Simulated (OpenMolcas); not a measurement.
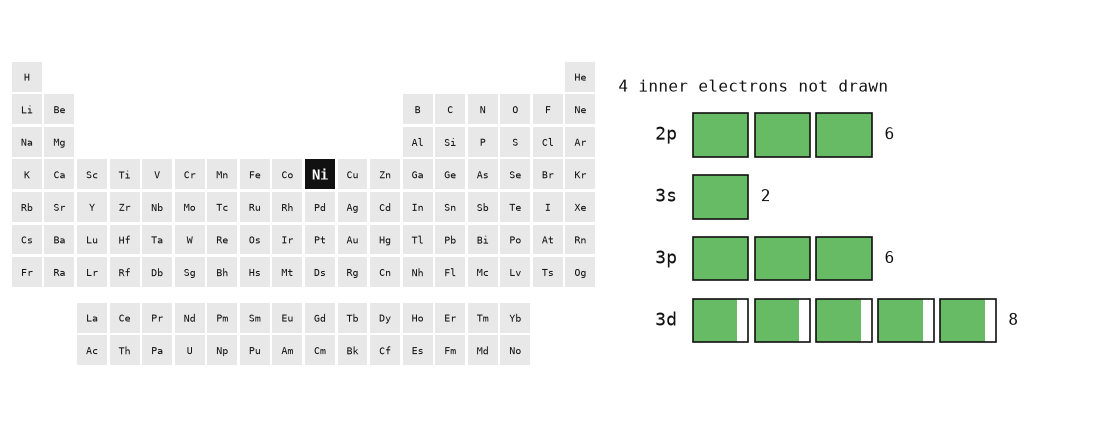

**Figure 1.** Left, the place of nickel in the periodic table; right, the outer shells of the leading configuration of the lowest level: a box for each of the 2l + 1 orbitals, shaded by the share of the shell that is filled, with the electron count at the right.

## Run report: Ni²⁺ complex, multiconfigurational calculation

Ni²⁺ with 6 ligands (F; octahedron, 2.092 Å), embedded in CsCaF3 by model potentials and point charges, whose field is part of the energies. Computed at this level: state-averaged CASSCF, active space 8 electrons in the shell 3d, basis ANO-RCC-VTZP on the metal and ANO-RCC-VDZP on the ligands, DKH2 scalar Hamiltonian, spin-orbit coupling by RASSI with atomic mean-field integrals (OpenMolcas).

### Summary

| quantity | value |
| --- | --- |
| outcome | converged |
| energy of the lowest spin-free term | −2118.33140 hartree |
| energy of the lowest spin-orbit level | −2118.33221 hartree |
| largest spread among components of a term | 0.0 cm⁻¹ |
| hardware | 1 thread of Arm Neoverse V1, 24 GiB of memory available, shared host |
| wall time | 25 s |

### Notes

Without dynamic correlation the splittings between terms come out too large, often by 20 to 50 %. Limits: the geometry is set by hand, with no relaxation.

### Input
```
&GATEWAY
Basis set
Ni.ANO-RCC-VTZP.
Ni1 0.0 0.0 0.0 Angstrom
End of basis
Basis set
F.ANO-RCC-VDZP.
L1 2.092000 0.000000 0.000000 Angstrom
L2 0.000000 2.092000 0.000000 Angstrom
L3 0.000000 0.000000 2.092000 Angstrom
End of basis
Basis set
Ca.EMB-AIMP.Lopez-Moraza.10s7p.1s1p.ECP.CsCaF3.
PseudoCharge
* 3 symmetry-unique lattice sites within 7.6 angstrom
End of basis
Basis set
Cs.EMB-AIMP.Lopez-Moraza.0s.0s.ECP.CsCaF3.
PseudoCharge
* 16 symmetry-unique lattice sites within 7.6 angstrom
End of basis
Basis set
Ca.EMB-AIMP.Lopez-Moraza.0s.0s.ECP.CsCaF3.
PseudoCharge
* 6 symmetry-unique lattice sites within 7.6 angstrom
End of basis
Basis set
F.EMB-AIMP.Lopez-Moraza.0s.0s.ECP.CsCaF3.
PseudoCharge
* 27 symmetry-unique lattice sites within 7.6 angstrom
End of basis
Symmetry
XYZ
AngMom=0.0 0.0 0.0
AMFI
RICD
XField
1537 Angstrom 0
* Evjen-weighted lattice charges
&SEWARD
&RASSCF
FileOrb=start.orb
Symmetry=1
Spin=3
nActEl=8 0 0
Inactive=18 21
Ras2=5 0
CIRoot=10 10 1
SDav=10
CIMx=300
Iter=150 100
PrWF=0.3
OrbListing=Nothing
MaxOrb=0
LevShft=1.0
>>> COPY $Project.JobIph JOB001
&RASSCF
FileOrb=start.orb
Symmetry=1
Spin=1
nActEl=8 0 0
Inactive=18 21
Ras2=5 0
CIRoot=15 15 1
SDav=15
CIMx=300
Iter=150 100
PrWF=0.3
OrbListing=Nothing
MaxOrb=0
LevShft=1.0
>>> COPY $Project.JobIph JOB002
&RASSI
NrOfJobIphs=2 10 15
1 2 3 4 5 6 7 8 9 10
1 2 3 4 5 6 7 8 9 10 11 12 13 14 15
IphNames
JOB001
JOB002
EJob
SpinOrbit
DIPRint=1.0
SOCoupling=1000.0
Subsets=2
Property=9
'ANGMOM' 1 'ANGMOM' 2 'ANGMOM' 3 'MLTPL  1' 1 'MLTPL  1' 2 'MLTPL  1' 3
'AMFI' 1 'AMFI' 2 'AMFI' 3
SOProperty=3
'ANGMOM' 1 'ANGMOM' 2 'ANGMOM' 3
```

The file start.orb holds starting orbitals from an earlier step. A driver script formed the levels outside the program, from RASSI's spin-orbit matrix and the active-space energies, averaged over the components of each term or state.

Run as:
```bash
OMP_NUM_THREADS=1 MOLCAS_MEM=2457 MOLCAS_PROJECT=a pymolcas a.inp > a.log  # once for each step of the input, in one work folder
```

### The program's output (extracts)
```
--- SEWARD ---
Basis set label: NI.ANO-RCC...6S5P3D2F1G.

      Electronic valence basis set:
      ------------------
      Associated Effective Charge  28.000000 au
      Associated Actual Charge     28.000000 au
      Nuclear Model: Point charge

      Shell  nPrim  nBasis  Cartesian Spherical Contaminant
         s      21       6        X
         p      15       5        X
         d      10       3                 X
         f       6       2                 X
         g       4       1                 X
                  Relativistic Douglas-Kroll-Hess integrals:
                    - DKH order of Hamiltonian: 2
                    - DKH order of Properties : 0
                  Atomic mean-field integrals
--- RASSCF ---
Wave function specifications:
      -----------------------------

      Number of closed shell electrons          78
      Number of electrons in active shells       8
      Max number of holes in RAS1 space          0
      Max nr of electrons in RAS3 space          0
      Number of inactive orbitals               39
      Number of active orbitals                  5
      Number of secondary orbitals             123
      Spin quantum number                      1.0
      State symmetry                             1
Orbital specifications:
      -----------------------

      Symmetry species                           1   2
                                                ag  au
      Frozen orbitals                            0   0
      Inactive orbitals                         18  21
      Active orbitals                            5   0
      RAS1 orbitals                              0   0
      RAS2 orbitals                              5   0
      RAS3 orbitals                              0   0
      Secondary orbitals                        61  62
      Deleted orbitals                           0   0
      Number of basis functions                 84  83
      Number of CSFs                            10
      Number of root(s) required                10
      Iter CI   SX   CI       RASSCF       Energy    max ROT     max BLB   max BLB  Level Ln srch  Step   QN
          iter iter root      energy       change     param      element    value   shift minimum  type update
 Nr of preliminary CI iterations:   1
      Total energies have been shifted. Add                -2000.00 au
        1   1   13    0  -117.47788863    0.00E+00   4.90E-02   14  55 2 -3.34E-01*  1.30   0.00    SX    NO
        2   1   13    0  -118.17817124   -7.00E-01* -3.48E-02   23  35 1  1.07E-01*  0.96   0.00    SX    NO
        3   1   12    0  -118.26233871   -8.42E-02* -1.36E-02   21  24 2  3.85E-02*  0.92   0.00    SX    NO
        4   1   12    0  -118.27323840   -1.09E-02*  5.22E-03   21  24 2  2.07E-02*  0.88   0.00    SX    NO
        5   1   11    0  -118.27569990   -2.46E-03*  3.57E-03   21  24 2  1.26E-02*  0.88   1.70    LS   YES
        6   1   11    0  -118.27620492   -5.05E-04*  3.25E-03    6  34 2 -2.02E-02*  0.89   1.03    QN   YES
        7   1   11    0  -118.27664951   -4.45E-04* -1.02E-03   21  27 1 -4.62E-03*  0.87   0.92    QN   YES
        8   1   10    0  -118.27673204   -8.25E-05* -8.85E-04    6  24 1  1.52E-03*  0.87   1.87    LS   YES
        9   1   10    0  -118.27675432   -2.23E-05* -3.99E-04   21  27 1  1.44E-03*  0.88   0.99    QN   YES
       10   1    8    0  -118.27675970   -5.38E-06* -1.59E-04   18  76 1  2.66E-04*  0.87   1.32    QN   YES
       11   1    7    0  -118.27676034   -6.37E-07* -2.30E-05    6  34 2  1.09E-04*  0.87   1.15    QN   YES
       12   1    6    0  -118.27676037   -2.73E-08* -3.45E-05   21  24 2 -3.49E-05   0.87   2.50    LS   YES
       13   1    7    0  -118.27676033    3.98E-08* -2.09E-05    4  32 2 -1.06E-04*  0.87   0.13    LS   YES
       14   1    6    0  -118.27676036   -3.38E-08* -1.35E-05   23  35 1 -3.04E-05   0.87   1.52    QN   YES
       15   1    5    0  -118.27676037   -6.12E-09   3.88E-06   21  24 2 -1.13E-05   0.87   1.08    QN   YES
      Convergence after 15 iterations
       16   1    5    0  -118.27676037   -1.17E-09   3.88E-06   21  24 2 -4.92E-06   0.87   1.08    QN   YES
      Natural orbitals and occupation numbers for root  1
      sym 1:   2.000000   2.000000   1.000000   2.000000   1.000000
      Natural orbitals and occupation numbers for root  2
      sym 1:   1.000008   1.999992   1.000008   2.000000   1.999992
      Natural orbitals and occupation numbers for root  3
      sym 1:   1.998822   2.000000   1.998822   1.001178   1.001178
::    RASSCF root number  1 Total energy:  -2118.33140345
::    RASSCF root number  2 Total energy:  -2118.30803986
::    RASSCF root number  3 Total energy:  -2118.30803986
::    RASSCF root number  4 Total energy:  -2118.30803986
::    RASSCF root number  5 Total energy:  -2118.29037358
::    RASSCF root number  6 Total energy:  -2118.29037358
::    RASSCF root number  7 Total energy:  -2118.29037358
::    RASSCF root number  8 Total energy:  -2118.21365331
::    RASSCF root number  9 Total energy:  -2118.21365331
::    RASSCF root number 10 Total energy:  -2118.21365331
--- RASSCF ---
Wave function specifications:
      -----------------------------

      Number of closed shell electrons          78
      Number of electrons in active shells       8
      Max number of holes in RAS1 space          0
      Max nr of electrons in RAS3 space          0
      Number of inactive orbitals               39
      Number of active orbitals                  5
      Number of secondary orbitals             123
      Spin quantum number                      0.0
      State symmetry                             1
Orbital specifications:
      -----------------------

      Symmetry species                           1   2
                                                ag  au
      Frozen orbitals                            0   0
      Inactive orbitals                         18  21
      Active orbitals                            5   0
      RAS1 orbitals                              0   0
      RAS2 orbitals                              5   0
      RAS3 orbitals                              0   0
      Secondary orbitals                        61  62
      Deleted orbitals                           0   0
      Number of basis functions                 84  83
      Number of CSFs                            15
      Number of root(s) required                15
      Iter CI   SX   CI       RASSCF       Energy    max ROT     max BLB   max BLB  Level Ln srch  Step   QN
          iter iter root      energy       change     param      element    value   shift minimum  type update
 Nr of preliminary CI iterations:   1
      Total energies have been shifted. Add                -2000.00 au
        1   1   10    0  -118.19140324    0.00E+00   9.27E-03   23  29 1 -1.10E-02*  0.89   0.00    SX    NO
        2   1   10    0  -118.19170610   -3.03E-04*  4.94E-03    8  34 2 -6.06E-03*  0.89   0.00    SX    NO
        3   1    9    0  -118.19176518   -5.91E-05* -1.91E-03   20  26 1 -2.47E-03*  0.89   0.00    SX    NO
        4   1    9    0  -118.19177799   -1.28E-05*  1.09E-03    8  34 2 -1.41E-03*  0.89   0.00    SX    NO
        5   1    8    0  -118.19178089   -2.90E-06* -7.22E-04   20  26 1 -6.59E-04*  0.89   1.06    QN   YES
        6   1    7    0  -118.19178178   -8.91E-07*  1.11E-04   20  26 1 -1.18E-04*  0.89   1.17    QN   YES
        7   1    6    0  -118.19178181   -3.19E-08* -1.07E-05   10  24 1  2.92E-05   0.89   1.11    QN   YES
        8   1    5    0  -118.19178181    4.70E-09   7.71E-06   10  24 1  1.69E-05   0.89   0.11    QN   YES
      Convergence after  8 iterations
        9   1    5    0  -118.19178181   -1.59E-09   7.71E-06   10  24 1  7.99E-06   0.89   0.11    QN   YES
      Natural orbitals and occupation numbers for root  1
      sym 1:   1.109719   1.995046   1.109719   1.915675   1.869842
      Natural orbitals and occupation numbers for root  2
      sym 1:   1.109719   1.858663   1.109719   1.938033   1.983867
      Natural orbitals and occupation numbers for root  3
      sym 1:   1.999992   1.229890   1.228648   1.771717   1.769752
::    RASSCF root number  1 Total energy:  -2118.24670596
::    RASSCF root number  2 Total energy:  -2118.24670596
::    RASSCF root number  3 Total energy:  -2118.22769756
::    RASSCF root number  4 Total energy:  -2118.22769756
::    RASSCF root number  5 Total energy:  -2118.22769755
::    RASSCF root number  6 Total energy:  -2118.20056531
::    RASSCF root number  7 Total energy:  -2118.19385530
::    RASSCF root number  8 Total energy:  -2118.19385530
::    RASSCF root number  9 Total energy:  -2118.19385530
::    RASSCF root number 10 Total energy:  -2118.18167108
::    RASSCF root number 11 Total energy:  -2118.18167108
::    RASSCF root number 12 Total energy:  -2118.17822196
::    RASSCF root number 13 Total energy:  -2118.17822196
::    RASSCF root number 14 Total energy:  -2118.17822196
::    RASSCF root number 15 Total energy:  -2118.02008331
--- RASSI ---
SPIN-FREE ENERGIES:
  (Shifted by EMIN (a.u.) =      -2118.3314034464)

 SF State       Relative EMIN(au)   Rel lowest level(eV)    D:o, cm**(-1)

     1             0.0000000000        0.0000000000              0.0000
     2             0.0233635831        0.6357554842           5127.7138
     3             0.0233635831        0.6357554842           5127.7138
     4             0.0233635831        0.6357554842           5127.7138
     5             0.0410298717        1.1164796856           9005.0160
     6             0.0410298717        1.1164796856           9005.0160
     7             0.0410298717        1.1164796856           9005.0160
    11             0.0846974843        2.3047359603          18588.9492
    12             0.0846974843        2.3047359603          18588.9492
    13             0.1037058924        2.8219810927          22760.8125
    14             0.1037058924        2.8219810927          22760.8125
    15             0.1037058924        2.8219810927          22760.8125
    10             0.1177501373        3.2041444676          25843.1680
     8             0.1177501373        3.2041444676          25843.1680
     9             0.1177501373        3.2041444676          25843.1680
    16             0.1308381349        3.5602870242          28715.6514
    17             0.1375481437        3.7428756661          30188.3281
    18             0.1375481443        3.7428756826          30188.3283
    19             0.1375481443        3.7428756826          30188.3283
    20             0.1497323627        4.0744251552          32862.4551
    21             0.1497323627        4.0744251552          32862.4551
    22             0.1531814844        4.1682805374          33619.4498
    23             0.1531814844        4.1682805374          33619.4498
    24             0.1531814844        4.1682805374          33619.4498
    25             0.3113201343        8.4714524209          68326.8717
     Dipole printing threshold changed to   1.00000000E+00
Eigenvalues of complex Hamiltonian:
   -----------------------------------
  (Shifted by EMIN (a.u.) =      -2118.3314034464)

 SO State       Relative EMIN(au)   Rel lowest level(eV)    D:o, cm**(-1)

     1            -0.0008048921        0.0000000000              0.0000
     2            -0.0008048921        0.0000000000              0.0000
     3            -0.0008048921        0.0000000000              0.0000
     4             0.0213234571        0.6021430566           4856.6113
     5             0.0213234571        0.6021430566           4856.6113
     6             0.0220744507        0.6225786339           5021.4353
     7             0.0220744507        0.6225786339           5021.4353
     8             0.0220744507        0.6225786339           5021.4353
     9             0.0242673885        0.6822515109           5502.7295
    10             0.0242673885        0.6822515109           5502.7295
    11             0.0242673885        0.6822515109           5502.7295
    12             0.0248558332        0.6982639077           5631.8782
    13             0.0365296582        1.0159248696           8193.9867
    14             0.0392904368        1.0910494806           8799.9075
    15             0.0392904368        1.0910494807           8799.9075
    16             0.0392904368        1.0910494807           8799.9075
    17             0.0435575724        1.2071641556           9736.4355
    18             0.0435575724        1.2071641556           9736.4355
    19             0.0435575724        1.2071641556           9736.4355
    20             0.0439024384        1.2165484376           9812.1249
    21             0.0439024384        1.2165484376           9812.1249
    22             0.0847870642        2.3290757830          18785.2631
    23             0.0847870642        2.3290757830          18785.2631
    24             0.1024659502        2.8101427787          22665.3301
    25             0.1024659502        2.8101427786          22665.3301
    26             0.1024659502        2.8101427786          22665.3301
    27             0.1166780379        3.1968733871          25784.5228
    28             0.1166780379        3.1968733871          25784.5228
    29             0.1177575234        3.2262476833          26021.4424
    30             0.1177575234        3.2262476832          26021.4424
    31             0.1177575234        3.2262476833          26021.4424
    32             0.1191995490        3.2654871979          26337.9305
    33             0.1191995490        3.2654871979          26337.9305
    34             0.1191995490        3.2654871979          26337.9305
    35             0.1203538164        3.2968964147          26591.2629
    36             0.1309638608        3.5856104312          28919.8985
    37             0.1376350494        3.7671427195          30384.0551
    38             0.1376350500        3.7671427359          30384.0553
    39             0.1376350500        3.7671427360          30384.0553
    40             0.1498824416        4.1004112406          33072.0470
    41             0.1498824416        4.1004112406          33072.0470
Weights of the five most important spin-orbit-free states for each spin-orbit state.

 SO State  Total energy (au)           Spin-free states, spin, and weights
 -------------------------------------------------------------------------------------------------------
    1        -0.000805       1 1.0  0.9707    2 1.0  0.0139    4 1.0  0.0074    3 1.0  0.0072   13 0.0  0.0002
    2        -0.000805       1 1.0  0.9707    4 1.0  0.0127    3 1.0  0.0115    2 1.0  0.0044   15 0.0  0.0003
    3        -0.000805       1 1.0  0.9707    2 1.0  0.0103    3 1.0  0.0099    4 1.0  0.0084   13 0.0  0.0002
    4         0.021323       4 1.0  0.6327    2 1.0  0.1645    3 1.0  0.1531    7 1.0  0.0235    6 1.0  0.0225
    5         0.021323       3 1.0  0.4804    2 1.0  0.4690    5 1.0  0.0302    6 1.0  0.0093    7 1.0  0.0082
    6         0.022074       3 1.0  0.4849    4 1.0  0.4849    5 1.0  0.0149    6 1.0  0.0149   17 0.0  0.0004
    7         0.022074       2 1.0  0.4849    4 1.0  0.4844    7 1.0  0.0149    5 1.0  0.0141    6 1.0  0.0007
    8         0.022074       2 1.0  0.4849    3 1.0  0.4844    7 1.0  0.0149    6 1.0  0.0141    5 1.0  0.0007
    9         0.024267       3 1.0  0.4745    4 1.0  0.4745    1 1.0  0.0284    5 1.0  0.0105    6 1.0  0.0105
   10         0.024267       2 1.0  0.4745    4 1.0  0.4008    3 1.0  0.0738    1 1.0  0.0284    7 1.0  0.0105
   11         0.024267       2 1.0  0.4745    3 1.0  0.4008    4 1.0  0.0738    1 1.0  0.0284    7 1.0  0.0105
   12         0.024856       4 1.0  0.3333    3 1.0  0.3333    2 1.0  0.3333    1 1.0  0.0000    6 1.0  0.0000
```

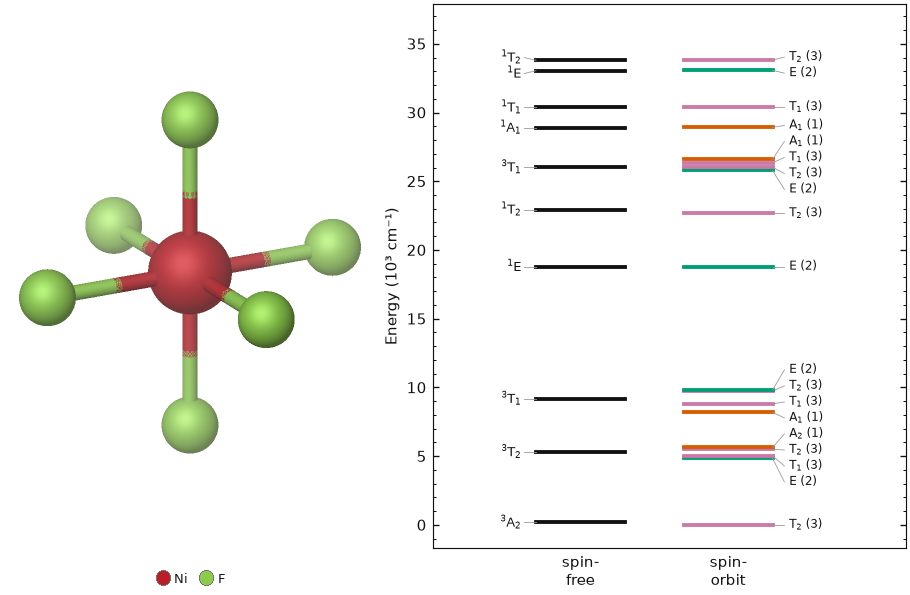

**Figure 2.** Ni²⁺ (3d⁸) as a dopant in CsCaF₃, a cluster with its 6 nearest F⁻ at 2.092 Å (octahedron) embedded in model potentials and point charges; the geometry was set, not optimised, and its levels. Labels give the representation in O, Td, D4 or D3 as the site allows (double group for half-integer spin) where it could be assigned and, in brackets, the degeneracy; spin-free states, where drawn, share the zero of the spin-orbit levels. The ground level is T₂, 3-fold degenerate, 100 % from states of spin multiplicity 3. The next level lies at 4,860 cm⁻¹ (E). The lowest spin-free state is ³A₂, from the free-ion F term; of the same spin there follow at 5,130 cm⁻¹ (³T₂), 9,010 cm⁻¹ (³T₁) and 25,800 cm⁻¹ (³T₁) above it. A ligand-field fit to the spin-free states gives |10Dq| = 5,000 cm⁻¹, B = 1,290 and C = 4,770 cm⁻¹ (rms misfit 70 cm⁻¹). The active orbitals hold 96 to 99 % metal character (Löwdin), and the Mulliken charge of the metal is +1.70.
